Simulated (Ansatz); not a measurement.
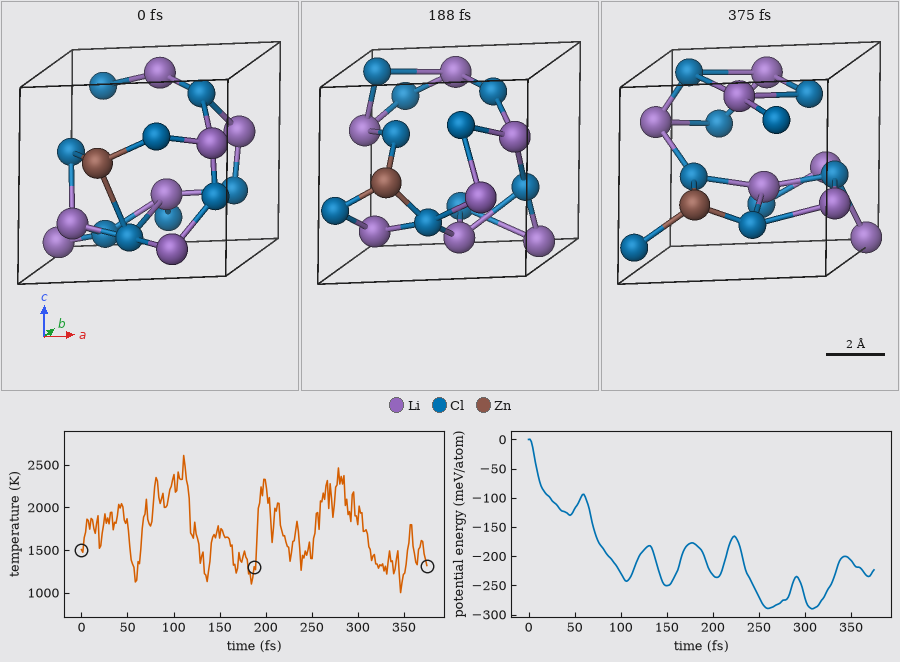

Molecular dynamics of an amorphous cell of composition Li7ZnCl9 (17 atoms in the cell), 375 fs long. Frames and the history of the run. The picture is a ball-and-stick view of the simulation cell, seen slightly off an axis. Atoms that leave the cell re-enter on the other side. Bonds to atoms that aren't drawn are left out.

These are results of Ansatz, DFT PBE, scalar-relativistic, plane waves, PAW, not measurements. Run with plane-wave cutoff 420 eV; k-point mesh 1 × 1 × 1; Fermi-Dirac smearing 0.138 eV; set temperature 1600 K; time step 1.5 fs.

**What do the frames and curves show?**

Root-mean-square distances from the starting positions over the second half, with the common drift of all atoms taken out: Li 1.77 Å, Zn 1.27 Å, Cl 1.09 Å. That is a large part of the typical shortest distance between atoms in the first frame, about 2.1 Å and still growing: the atoms leave their places as in a liquid. The mean temperature in the second half is 1708 K (standard deviation 345 K). The potential energy in the second half lies on average 239 meV per atom below the first frame. The first frame is far from relaxed (forces up to 4.0 eV/Å), so much of the motion is the structure settling. The mean pressure there is 4.6 GPa.

Limits of the set-up: the periodic images lie only 6.9 Å apart, so the values are limited by the cell's size.

The run took 3.4 min on 2 threads of Arm Neoverse V1, with other jobs on the host, peak memory 0.41 GiB.
